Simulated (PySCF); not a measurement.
# UCCSD(T)/cc-pVTZ run of PH (SMILES [PH])

Aim: the energy change on altering one bond length of PH at UCCSD(T)/cc-pVTZ, from 2 runs. The job is set up through a Python script.

Program for the calculation: PySCF 2.14.0.

4 further runs of the same task are left out: 4 set aside as unsound or not needed.

## 1. Starting point

PH: 2 atoms, total charge 0, spin state triplet. SMILES: `[PH]`. Geometry: relaxed at PBE0-D4/def2-TZVP.

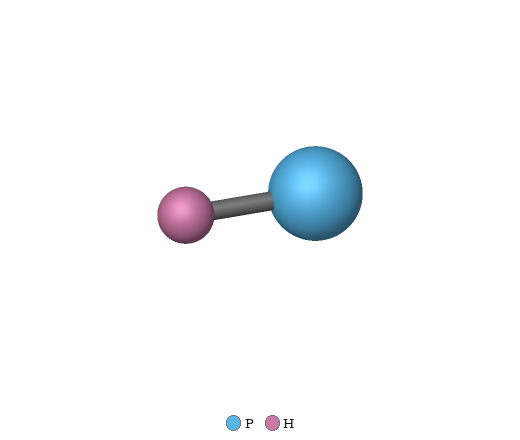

The structure, seen from a chosen angle (phosphorus blue, hydrogen pink).

## 2. The energy at UCCSD(T)/cc-pVTZ

run.py

```python
from pyscf import gto, scf, cc

system = gto.Mole()
system.atom = [
    ('P', (-0.000000, -0.000000, -0.014610)),
    ('H', (0.000000, 0.000000, 1.413680)),
]
system.verbose = 4
system.spin = 2
system.charge = 0
system.max_memory = 1860
system.basis = 'cc-pvtz'
system.build()

mf = scf.UHF(system)
mf.conv_tol = 1e-10
mf.kernel()
if not mf.converged:
    mf = mf.newton().run(mf.mo_coeff, mf.mo_occ)

mycc = cc.CCSD(mf, frozen=5)
mycc.kernel()
e_t = mycc.ccsd_t()
energy = mycc.e_tot + e_t
print('E(%s) = %.9f' % ('CCSD(T)', energy))
```

Started as:

```
$ OMP_NUM_THREADS=1 python run.py
```

The program printed:

```text
PySCF version 2.14.0

[INPUT] num. atoms = 2
[INPUT] num. electrons = 16
[INPUT] charge = 0
[INPUT] spin (= nelec alpha-beta = 2S) = 2
[INPUT] symmetry False subgroup None
[INPUT] Mole.unit = angstrom
[INPUT] Symbol           X                Y                Z      unit          X                Y                Z       unit  Magmom
[INPUT]  1 P      0.000000000000   0.000000000000  -0.014610000000 AA    0.000000000000   0.000000000000  -0.027608898680 Bohr   0.0
[INPUT]  2 H      0.000000000000   0.000000000000   1.413680000000 AA    0.000000000000   0.000000000000   2.671468027775 Bohr   0.0

nuclear repulsion = 5.55745553340008
number of shells = 15
number of NR pGTOs = 75
number of NR cGTOs = 48
basis = cc-pvtz
ecp = {}

******** <class 'pyscf.scf.uhf.UHF'> ********
method = UHF
initial guess = minao
damping factor = 0
level_shift factor = 0
DIIS = <class 'pyscf.scf.diis.CDIIS'>
diis_start_cycle = 1
diis_space = 8
diis_damp = 0
SCF conv_tol = 1e-10
SCF conv_tol_grad = None
SCF max_cycles = 50
direct_scf = True
direct_scf_tol = 1e-13
number electrons alpha = 9  beta = 7
Set gradient conv threshold to 1e-05
init E= -340.954732351196
[... the frontier-level lines of each cycle are left out ...]


cycle= 1 E= -341.27819667198  delta_E= -0.323  |g|= 0.125  |ddm|= 0.72
cycle= 2 E= -341.294772834215  delta_E= -0.0166  |g|= 0.0444  |ddm|= 0.177
cycle= 3 E= -341.296986495338  delta_E= -0.00221  |g|= 0.019  |ddm|= 0.0525
cycle= 4 E= -341.297612843324  delta_E= -0.000626  |g|= 0.00595  |ddm|= 0.034
cycle= 5 E= -341.297686196863  delta_E= -7.34e-05  |g|= 0.0019  |ddm|= 0.0122
cycle= 6 E= -341.297695858545  delta_E= -9.66e-06  |g|= 0.000951  |ddm|= 0.00467
cycle= 7 E= -341.297698873935  delta_E= -3.02e-06  |g|= 0.000459  |ddm|= 0.00298
cycle= 8 E= -341.297699654547  delta_E= -7.81e-07  |g|= 0.000117  |ddm|= 0.00194
cycle= 9 E= -341.297699694809  delta_E= -4.03e-08  |g|= 2.62e-05  |ddm|= 0.000372
cycle= 10 E= -341.297699696672  delta_E= -1.86e-09  |g|= 3.09e-06  |ddm|= 9.59e-05
cycle= 11 E= -341.297699696693  delta_E= -2.13e-11  |g|= 7.49e-07  |ddm|= 1.31e-05
Extra cycle  E= -341.297699696694  delta_E= -6.82e-13  |g|= 3.44e-07  |ddm|= 1.43e-06
converged SCF energy = -341.297699696694  <S^2> = 2.0270443  2S+1 = 3.0179757

******** <class 'pyscf.cc.uccsd.UCCSD'> ********
CC2 = 0
CCSD nocc = (np.int64(4), np.int64(2)), nmo = (43, 43)
frozen orbitals 5
max_cycle = 50
direct = 0
conv_tol = 1e-07
conv_tol_normt = 1e-06
diis_space = 6
diis_start_cycle = 0
diis_start_energy_diff = 1e+09
Init t2, MP2 energy = -0.106282431318971
Init E_corr(UCCSD) = -0.106282431319093
cycle = 1  E_corr(UCCSD) = -0.123277146024695  dE = -0.0169947147  norm(t1,t2) = 0.0538929
cycle = 2  E_corr(UCCSD) = -0.127664922514759  dE = -0.00438777649  norm(t1,t2) = 0.0216966
cycle = 3  E_corr(UCCSD) = -0.130362084591436  dE = -0.00269716208  norm(t1,t2) = 0.0109474
cycle = 4  E_corr(UCCSD) = -0.130256270377157  dE = 0.000105814214  norm(t1,t2) = 0.00237332
cycle = 5  E_corr(UCCSD) = -0.130253971410711  dE = 2.29896645e-06  norm(t1,t2) = 0.000727573
cycle = 6  E_corr(UCCSD) = -0.130261908578568  dE = -7.93716786e-06  norm(t1,t2) = 0.000282002
cycle = 7  E_corr(UCCSD) = -0.130260453521957  dE = 1.45505661e-06  norm(t1,t2) = 8.98888e-05
cycle = 8  E_corr(UCCSD) = -0.130261124686787  dE = -6.7116483e-07  norm(t1,t2) = 3.00714e-05
cycle = 9  E_corr(UCCSD) = -0.13026129340907  dE = -1.68722283e-07  norm(t1,t2) = 1.26459e-05
cycle = 10  E_corr(UCCSD) = -0.130261055343174  dE = 2.38065896e-07  norm(t1,t2) = 3.6631e-06
cycle = 11  E_corr(UCCSD) = -0.130261001596518  dE = 5.37466557e-08  norm(t1,t2) = 1.05567e-06
cycle = 12  E_corr(UCCSD) = -0.130261016611653  dE = -1.50151348e-08  norm(t1,t2) = 3.38557e-07
UCCSD converged
E(UCCSD) = -341.4279607133055  E_corr = -0.1302610166116528
UCCSD(T) correction = -0.00447654904720177
E(CCSD(T)) = -341.432437262
```

Run time: 2.2 s. Hardware: 1 thread of Arm Neoverse V2, shared host; peak memory 0.28 GiB.

## 3. The distorted shape, same level

input.py

```python
from pyscf import gto, cc

mol = gto.Mole()
mol.atom = '''
P    0.000000   0.000000  -0.228820
H    0.000000   0.000000   1.413680
'''
mol.max_memory = 1860
mol.basis = 'cc-pvtz'
mol.spin = 2
mol.verbose = 4
mol.build()

mf = mol.UHF()
mf.conv_tol = 1e-10
mf.kernel()
if not mf.converged:
    mf = mf.newton().run(mf.mo_coeff, mf.mo_occ)

mycc = cc.CCSD(mf, frozen=5)
mycc.kernel()
e_t = mycc.ccsd_t()
e_tot = mycc.e_tot + e_t
print('Final energy', e_tot)
```

Started as:

```
$ OMP_NUM_THREADS=1 python input.py
```

The program printed:

```text
PySCF version 2.14.0

[INPUT] num. atoms = 2
[INPUT] num. electrons = 16
[INPUT] charge = 0
[INPUT] spin (= nelec alpha-beta = 2S) = 2
[INPUT] symmetry False subgroup None
[INPUT] Mole.unit = angstrom
[INPUT] Symbol           X                Y                Z      unit          X                Y                Z       unit  Magmom
[INPUT]  1 P      0.000000000000   0.000000000000  -0.228820000000 AA    0.000000000000   0.000000000000  -0.432407131823 Bohr   0.0
[INPUT]  2 H      0.000000000000   0.000000000000   1.413680000000 AA    0.000000000000   0.000000000000   2.671468027775 Bohr   0.0

nuclear repulsion = 4.83266859287671
number of shells = 15
number of NR pGTOs = 75
number of NR cGTOs = 48
basis = cc-pvtz
ecp = {}

******** <class 'pyscf.scf.uhf.UHF'> ********
method = UHF
initial guess = minao
damping factor = 0
level_shift factor = 0
DIIS = <class 'pyscf.scf.diis.CDIIS'>
diis_start_cycle = 1
diis_space = 8
diis_damp = 0
SCF conv_tol = 1e-10
SCF conv_tol_grad = None
SCF max_cycles = 50
direct_scf = True
direct_scf_tol = 1e-13
number electrons alpha = 9  beta = 7
Set gradient conv threshold to 1e-05
init E= -340.855344138345
[... the frontier-level lines of each cycle are left out ...]


cycle= 1 E= -341.262899641171  delta_E= -0.408  |g|= 0.123  |ddm|= 0.715
cycle= 2 E= -341.279550980659  delta_E= -0.0167  |g|= 0.0447  |ddm|= 0.186
cycle= 3 E= -341.281893160716  delta_E= -0.00234  |g|= 0.0195  |ddm|= 0.0537
cycle= 4 E= -341.282577158215  delta_E= -0.000684  |g|= 0.00633  |ddm|= 0.0368
cycle= 5 E= -341.282654531661  delta_E= -7.74e-05  |g|= 0.00185  |ddm|= 0.0122
cycle= 6 E= -341.282661293163  delta_E= -6.76e-06  |g|= 0.000497  |ddm|= 0.00358
cycle= 7 E= -341.282661867433  delta_E= -5.74e-07  |g|= 0.000206  |ddm|= 0.00093
cycle= 8 E= -341.28266201883  delta_E= -1.51e-07  |g|= 0.000127  |ddm|= 0.000552
cycle= 9 E= -341.282662104566  delta_E= -8.57e-08  |g|= 8.25e-05  |ddm|= 0.000479
cycle= 10 E= -341.282662158196  delta_E= -5.36e-08  |g|= 1.13e-05  |ddm|= 0.000684
cycle= 11 E= -341.282662158649  delta_E= -4.53e-10  |g|= 3.08e-06  |ddm|= 5.38e-05
cycle= 12 E= -341.282662158669  delta_E= -2.01e-11  |g|= 7.24e-07  |ddm|= 8.34e-06
Extra cycle  E= -341.28266215867  delta_E= -6.82e-13  |g|= 3.88e-07  |ddm|= 1.4e-06
converged SCF energy = -341.28266215867  <S^2> = 2.0265566  2S+1 = 3.0176525

******** <class 'pyscf.cc.uccsd.UCCSD'> ********
CC2 = 0
CCSD nocc = (np.int64(4), np.int64(2)), nmo = (43, 43)
frozen orbitals 5
max_cycle = 50
direct = 0
conv_tol = 1e-07
conv_tol_normt = 1e-06
diis_space = 6
diis_start_cycle = 0
diis_start_energy_diff = 1e+09
Init t2, MP2 energy = -0.107694355297798
Init E_corr(UCCSD) = -0.107694355297976
cycle = 1  E_corr(UCCSD) = -0.125152427064369  dE = -0.0174580718  norm(t1,t2) = 0.0581401
cycle = 2  E_corr(UCCSD) = -0.129959455789207  dE = -0.00480702872  norm(t1,t2) = 0.023954
cycle = 3  E_corr(UCCSD) = -0.133058286484337  dE = -0.0030988307  norm(t1,t2) = 0.0121257
cycle = 4  E_corr(UCCSD) = -0.132983016183485  dE = 7.52703009e-05  norm(t1,t2) = 0.00235024
cycle = 5  E_corr(UCCSD) = -0.132968286157462  dE = 1.4730026e-05  norm(t1,t2) = 0.000730835
cycle = 6  E_corr(UCCSD) = -0.132978432479784  dE = -1.01463223e-05  norm(t1,t2) = 0.000314424
cycle = 7  E_corr(UCCSD) = -0.132976599174561  dE = 1.83330522e-06  norm(t1,t2) = 0.000105768
cycle = 8  E_corr(UCCSD) = -0.132977638844968  dE = -1.03967041e-06  norm(t1,t2) = 3.61279e-05
cycle = 9  E_corr(UCCSD) = -0.132977880888885  dE = -2.42043918e-07  norm(t1,t2) = 1.57279e-05
cycle = 10  E_corr(UCCSD) = -0.132977601275684  dE = 2.79613202e-07  norm(t1,t2) = 7.85556e-06
cycle = 11  E_corr(UCCSD) = -0.132977445210012  dE = 1.56065672e-07  norm(t1,t2) = 3.39176e-06
cycle = 12  E_corr(UCCSD) = -0.132977464941388  dE = -1.97313755e-08  norm(t1,t2) = 1.1566e-06
cycle = 13  E_corr(UCCSD) = -0.132977499590178  dE = -3.46487902e-08  norm(t1,t2) = 4.28948e-07
UCCSD converged
E(UCCSD) = -341.4156396582599  E_corr = -0.1329774995901778
UCCSD(T) correction = -0.00493441331371795
Final energy -341.42057407157364
```

Run time: 2.3 s. Hardware: 1 thread of Arm Neoverse V2, shared host; peak memory 0.29 GiB.

## 4. Outcome

At UCCSD(T)/cc-pVTZ, 5 core orbitals frozen:

| quantity | value |
| --- | --- |
| first shape: total energy | -341.43244 Eh |
| first shape: dipole moment (Hartree–Fock density) | 0.54 D |
| first shape: HOMO energy (Hartree–Fock orbitals) (highest over α and β) | -10.49 eV |
| first shape: LUMO energy (Hartree–Fock orbitals) (lowest over α and β) | 1.33 eV |
| first shape: correlation energy (5 core orbitals frozen) | -134.7 mEh |
| first shape: (T) correction | -4.48 mEh |
| first shape: ⟨S²⟩ of the reference determinant | 2.027 |
| first shape: T1 diagnostic | 0.018 |
| distorted shape: total energy | -341.42057 Eh |
| distorted shape: dipole moment (Hartree–Fock density) | 0.18 D |
| distorted shape: HOMO energy (Hartree–Fock orbitals) (highest over α and β) | -10.59 eV |
| distorted shape: LUMO energy (Hartree–Fock orbitals) (lowest over α and β) | 1.27 eV |
| distorted shape: correlation energy (5 core orbitals frozen) | -137.9 mEh |
| distorted shape: (T) correction | -4.93 mEh |
| distorted shape: ⟨S²⟩ of the reference determinant | 2.027 |
| distorted shape: T1 diagnostic | 0.018 |
| energy change with the P1–H2 bond stretched from 1.428 to 1.643 Å | 0.323 eV |

In words: With the P1–H2 bond stretched from 1.428 to 1.643 Å the energy rises by 0.32 eV (7.4 kcal/mol). The first shape isn't relaxed at this level, so the change isn't measured from a minimum. The triples (first shape) make up 3.3 % of the correlation energy. The triples (distorted shape) make up 3.6 % of the correlation energy.
